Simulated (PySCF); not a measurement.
Energy landscape of CH4Cl (anion, charge -1), singlet: backside substitution at C, threefold axis kept. Scanned: C-Cl distance and C-H distance. Other coordinates (H-C-H angle, C-H length) were minimised at B3LYP/def2-SVPD.

Calculation: PySCF 2.14.0 with restricted Hartree-Fock/LANL2DZ, with its core potentials past Ne.

Energy in kcal/mol above the lowest grid point; x is the C-Cl distance (Å), y the C-H distance (Å).

```
y \ x   1.69   1.80   1.91   2.03   2.18   2.34   2.54   2.77   3.06   3.42   3.96
-----  -----  -----  -----  -----  -----  -----  -----  -----  -----  -----  -----
2.40   134.4  122.7  116.1  112.0  109.2  107.7  107.4  108.4  110.8  114.2  118.4
2.07   141.9  127.0  116.9  108.8  101.2   95.2   90.5   88.2   88.1   89.7   92.7
1.85   152.1  133.5  119.4  107.0   94.7   84.7   76.5   71.6   69.7   70.0   72.0
1.68   163.7  140.6  122.2  105.5   88.5   75.0   63.8   56.9   53.4   52.8   54.1
1.54   175.3  147.5  124.7  103.8   82.7   66.0   52.3   43.7   39.1   37.7   38.5
1.42   186.1  153.8  126.8  102.1   77.4   58.0   42.2   32.2   26.7   24.7   25.0
1.32   195.4  159.2  128.8  101.0   73.2   51.7   34.2   23.1   16.9   14.4   14.4
1.23   204.1  164.8  131.4  100.8   70.5   47.1   28.3   16.3    9.4    6.6    6.3
1.16   211.4  170.0  134.6  102.0   69.9   45.2   25.3   12.7    5.4    2.3    1.9
1.09   219.8  176.9  139.6  105.3   71.5   45.6   24.9   11.7    4.0    0.6    0.0
1.02   230.3  186.7  147.9  112.0   76.8   49.8   28.2   14.5    6.5    2.9    2.1
```

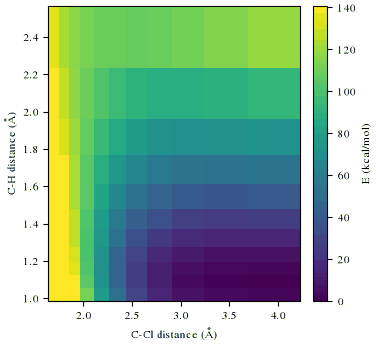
Figure: Energy surface, cut off at 141 kcal/mol.

Points that lie below all their neighbours on the grid: x = 3.96, y = 1.09 on the edge of the grid (0.0 kcal/mol).
